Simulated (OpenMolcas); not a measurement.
# doublet AlH+: levels of theory compared

Wanted: a comparison of 6 runs (UHF/6-311G, U-r2SCAN/6-311G, UB3LYP/6-311G, UM06-2X/6-311G, UPBE0/6-311G, ROMP2/6-311G) of doublet AlH+. 

Program for the calculation: OpenMolcas 26.06.

1 further run of the same task is left out (set aside as unsound or not needed).

### Step 1. The structure to begin with

AlH+: 2 atoms, total charge +1, spin state doublet. As SMILES of the parent species, `[AlH]`. The shape comes from GFN2-xTB, which is rough for such elements, and wasn't checked as a minimum. That shape belongs to the parent species and isn't relaxed for this state.

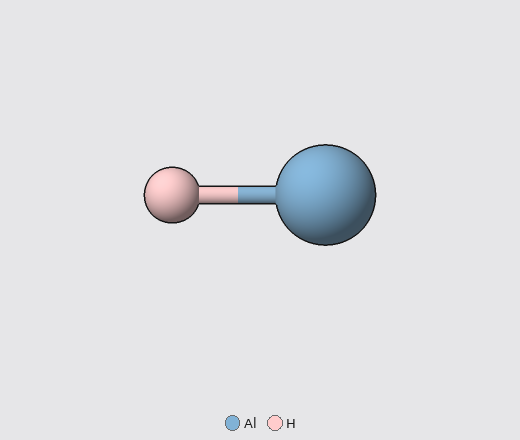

The structure, seen from a chosen angle (aluminium light blue, hydrogen pink).

### Step 2. A single-point energy at UHF/6-311G (run 1)

The input, geom.xyz:

```xyz
2

Al     0.000000     0.000000     0.000000
H      0.000000     0.000000     1.613470
```

The input, job.input:

```
>>> EXPORT MOLCAS_PRINT=2

&gateway
 baslib = $CurrDir
 coord = geom.xyz
 basis = 6-311G
 group = NoSym

&seward

&scf
 uhf
 charge = 1
 spin = 2
 thresholds = 1e-10 1e-07 1e-07 1e-05
 prorbitals = 1 1
```

The basis set 6-311G is read from a file made from the Basis Set Exchange's data (not shown).

Launch:

```bash
$ export MOLCAS_MEM=1860
$ pymolcas job.input > job.log
```

The program printed:

```text
--- Start Module: gateway ---
[...]
--- Stop Module: gateway /rc=_RC_ALL_IS_WELL_ ---
--- Start Module: seward ---
[...]
      Basis functions           24
--- Stop Module: seward /rc=_RC_ALL_IS_WELL_ ---
--- Start Module: scf ---
[...]
       Convergence after  16 Iterations
[...]
::    Total SCF energy                               -242.1820488490
[...]
      Total spin, S                                     0.5156641346
[...]
      Total electronic charge=   13.000000
      Total            charge=    1.000000
[...]
      Dipole Moment (debye):
      Origin of the operator (angstrom)=    0.0000    0.0000    0.0581
                   X=  1.5107E-16               Y=  6.7186E-16               Z= -5.1755E-01           Total=  5.1755E-01
      Center of Charge (angstrom)
[...]
--- Stop Module: scf /rc=_RC_ALL_IS_WELL_ ---
[...]
```

Run time: 1.8 s. Hardware: 1 thread of Arm Neoverse V1, shared host; peak memory 0.37 GiB.

### Step 3. The energy at U-r2SCAN/6-311G (run 2)

geom.xyz is that of step 2.

The input, job.input:

```
* AlH Kohn-Sham DFT
>>> EXPORT MOLCAS_PRINT=2

&gateway
  baslib=$CurrDir
  coord=geom.xyz
  basis=6-311G
  group=NoSym

&seward
  gridinput
  Grid=UltraFine
  End of Grid

&scf
  uhf
  charge=1
  spin=2
  ksdft=2
  1.0 MGGA_X_R2SCAN
  1.0 MGGA_C_R2SCAN
  thresholds=1e-10 1e-07 1e-07 1e-05
  prorbitals=1 1
```

The basis set 6-311G is read from a file made from the Basis Set Exchange's data (not shown).

Launch:

```bash
$ export MOLCAS_MEM=1860
$ pymolcas job.input > job.log
```

The program printed:

```text
--- Start Module: gateway ---
[...]
--- Stop Module: gateway /rc=_RC_ALL_IS_WELL_ ---
--- Start Module: seward ---
[...]
      Basis functions           24
--- Stop Module: seward /rc=_RC_ALL_IS_WELL_ ---
--- Start Module: scf ---
[...]
       Convergence after  15 Iterations
[...]
::    Total KS-DFT energy                            -242.6388977040
[...]
      Total spin, S                                     0.5060455692
[...]
      Total electronic charge=   13.000000
      Total            charge=    1.000000
[...]
      Dipole Moment (debye):
      Origin of the operator (angstrom)=    0.0000    0.0000    0.0581
                   X= -8.3238E-16               Y= -4.8766E-18               Z= -3.9228E-01           Total=  3.9228E-01
      Center of Charge (angstrom)
[...]
--- Stop Module: scf /rc=_RC_ALL_IS_WELL_ ---
[...]
```

Wall time 6 s (1 thread of Arm Neoverse V1, shared host); peak memory 0.37 GiB.

Runs 3 to 5 aren't shown in full; the table further down has their settings and results.

### Step 4. The energy at ROMP2/6-311G (run 6)

geom.xyz is that of step 3.

The input, job.inp:

```
&gateway
baslib=$CurrDir
coord=geom.xyz
basis=6-311G
group=NoSym
&seward
&scf
uhf
charge=1
spin=2
thresholds=1e-10 1e-07 1e-07 1e-05
prorbitals=1 1
&rasscf
fileorb=$Project.UnaOrb
spin=2
nactel=1 0 0
inactive=6
ras2=1
outorbitals=Canonical
orblisting=Nothing
&caspt2
ipea=0.0
frozen=5
```

The basis set 6-311G is read from a file made from the Basis Set Exchange's data (not shown).

Launch:

```bash
$ export MOLCAS_MEM=1860
$ pymolcas job.inp > job.log
```

The program printed:

```text
--- Start Module: gateway ---
[...]
--- Stop Module: gateway /rc=_RC_ALL_IS_WELL_ ---
[...]
      Basis functions           24
[...]
       Convergence after  16 Iterations
[...]
::    Total SCF energy                               -242.1820488490
[...]
      Total spin, S                                     0.5156641346
[...]
--- Start Module: rasscf ---
[...]
      Number of active orbitals                  1
[...]
      Spin quantum number                      0.5
[...]
      Active orbitals                            1
[...]
      Number of CSFs                             1
[...]
      Number of root(s) required                 1
[...]
      Convergence after  9 iterations
[...]
      printout of CI-coefficients larger than  0.05 for root  1
      energy=    -242.177404
      conf/sym  1     Coeff  Weight
             1  u   1.00000 1.00000
      Natural orbitals and occupation numbers for root  1
      sym 1:   1.000000
      ************************************************************************************************************************
      *                                                    Final results                                                     *
[...]
::    RASSCF root number  1 Total energy:   -242.17740416
[...]
      Total electronic charge=   13.000000
      Total            charge=    1.000000
[...]
      Dipole Moment (debye):
      Origin of the operator (angstrom)=    0.0000    0.0000    0.0581
                   X= -3.8330E-08               Y= -4.1969E-08               Z= -6.8184E-01           Total=  6.8184E-01
      Center of Charge (angstrom)
[...]
--- Stop Module: rasscf /rc=_RC_ALL_IS_WELL_ ---
--- Start Module: caspt2 ---
[...]
 ###    WARNING: User changed nr of frozen orbitals.                         ###
 ###############################################################################
[...]
      E2 (Variational):          -0.0226277903
      Total energy:            -242.2000319550
[...]
      Reference weight:           0.98305
[...]
::    CASPT2 Root  1     Total energy:   -242.20003195
[...]
--- Stop Module: caspt2 /rc=_RC_ALL_IS_WELL_ ---
[...]
```

It took 2.5 s on 1 thread of Arm Neoverse V1, shared host; peak memory 0.37 GiB.

### Step 5. The series

| run | level | integration grid | frozen core orbitals | energy (Eh) | HOMO energy (eV) | LUMO energy (eV) | ⟨S²⟩ | wall time |
| --- | --- | --- | --- | --- | --- | --- | --- | --- |
| 1 | UHF/6-311G | – | – | -242.182049 | -16.94 | -6.63 | 0.782 | 1.8 s |
| 2 | U-r2SCAN/6-311G | UltraFine | – | -242.638898 | -13.40 | -10.63 | 0.762 | 6 s |
| 3 | UB3LYP/6-311G | UltraFine | – | -242.695226 | -13.92 | -10.75 | 0.758 | 5.1 s |
| 4 | UM06-2X/6-311G | UltraFine | – | -242.650757 | -15.01 | -10.20 | 0.758 | 6 s |
| 5 | UPBE0/6-311G | UltraFine | – | -242.553588 | -14.13 | -10.32 | 0.759 | 4.5 s |
| 6 | ROMP2/6-311G | – | 5 | -242.200032 | – | – | – | 2.5 s |

### Step 6. Summary of results

| quantity | value |
| --- | --- |
| run 6: total energy | -242.20003 Eh |

**Reading.** Totals of different functionals can't be ranked against each other. All runs together took 26 s, the longest 6 s.
